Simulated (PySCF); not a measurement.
## Electronic structure of C5H12BClSi in real space

Input file:

```
{"job": {"kind": "nmr", "xc": "PBE0", "basis": "pcSseg-1"}, "charge": 0, "multiplicity": 1}
B     -1.291415     1.224486    -0.699707
C     -0.934477    -0.042716     0.107392
Si     0.961710    -0.317102     0.127624
C      1.609745    -0.461369    -1.651791
C      1.779178     1.129989     1.049063
C     -1.665888    -0.480034     1.351455
C     -1.747184    -1.295772     0.102517
Cl    -3.268747    -1.328195    -0.783251
H     -1.327938     2.265593    -0.166093
H     -1.454433     1.157279    -1.856091
H      1.199316    -1.577933     0.860820
H      1.116760    -1.263478    -2.192724
H      2.676602    -0.661362    -1.666215
H      1.438268     0.457933    -2.204644
H      2.850325     0.980314     1.140464
H      1.619839     2.067230     0.523456
H      1.375806     1.245152     2.050663
H     -2.541893     0.079761     1.645836
H     -1.118229    -0.896926     2.186185
H     -1.282492    -2.272170     0.072006
```

Launched as:

```sh
OMP_NUM_THREADS=1 python probes_run.py task.json out
```

Geometry: GFN2-xTB.

Method: PBE0/pcSseg-1, SCF density, gas phase, non-relativistic (PySCF 2.14.0).

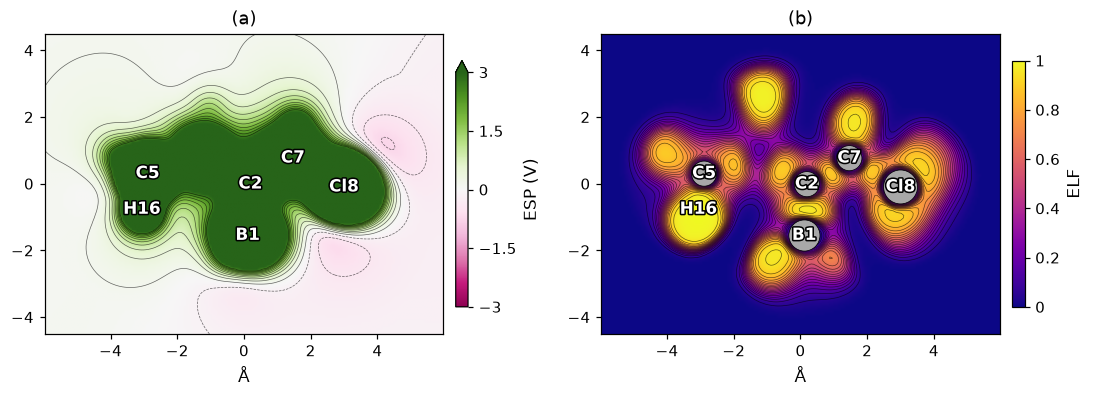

Figure 1. (a) molecular electrostatic potential; (b) electron localisation function on the plane of atoms C2, C7 and Cl8. Grey discs cover the atomic cores in the ELF map.

Question: What does the map show?

Answer: Atoms in the plane: B, C, Cl and H.
C–C (1.49 Å): the ELF peaks at about 0.85 between the atoms (a covalent bond).
C–B (1.54 Å): the ELF peaks at about 0.95 between the atoms: a shared electron pair.
C–Cl (1.76 Å): the ELF peaks at about 0.90 between the atoms (localised, covalent bonding).
C–H (1.09 Å): the ELF climbs to about 1 towards the hydrogen, as it does in any bond to H; a covalent bond by its length.
The ELF also peaks beside Cl8, away from the bonds: lone-pair regions.
Outside the dense part of the molecule the potential is most negative (−0.7 V) near Cl8.

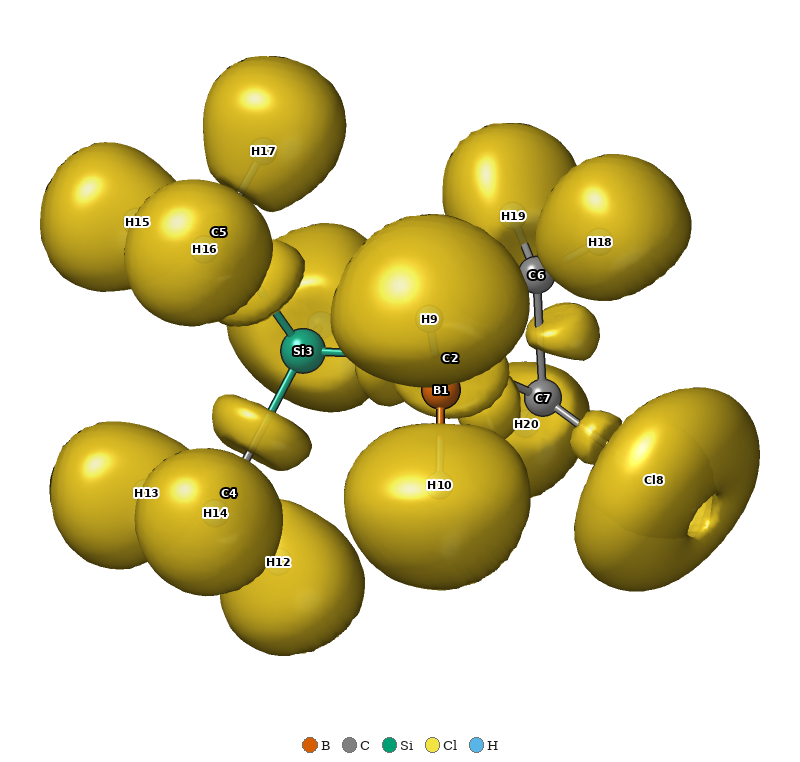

Figure 2. Isosurface of the ELF at 0.8 (yellow), seen across its widest extent. Only the valence region is drawn (cores and ρ < 0.01 e/Å³ removed).

Question: Identify the bonds, lone pairs and shells in this picture.

Answer: At this value the surface marks out one region between bonded B–C atoms (shared pairs), three regions between bonded C–C atoms (shared pairs), one region between bonded C–Cl atoms (shared pairs), three regions between bonded C–Si atoms (shared pairs), twelve regions around hydrogen nuclei and one ring or bowl of non-bonding electrons around Cl.

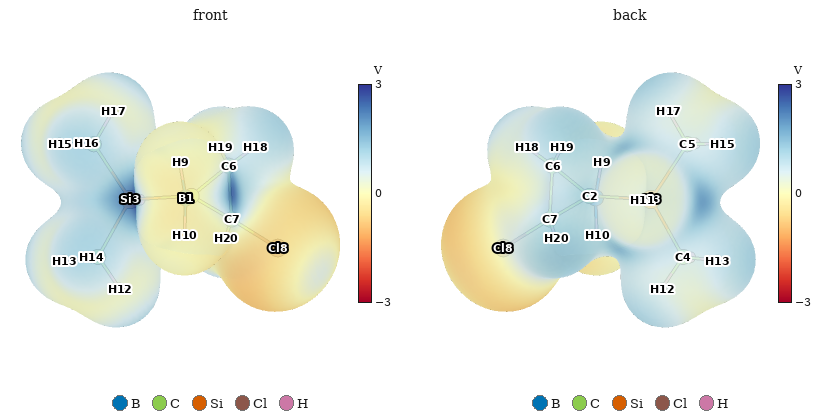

Figure 3. The electrostatic potential painted on the density surface at 0.004 e/bohr³, seen from the front and from behind; the colour scale runs from red (negative) to blue (positive).

Question: Where is the surface potential most negative and most positive?

Answer: The most negative region (about −0.8 V) lies over Cl8, the most positive (about +2.4 V) over B1. Cl8 shows a σ-hole: about +0.5 V at the tip opposite its bond, against about −0.6 V on its flanks.

Question: How polar is the molecule by this calculation?

Answer: Its dipole moment is 2.47 D.
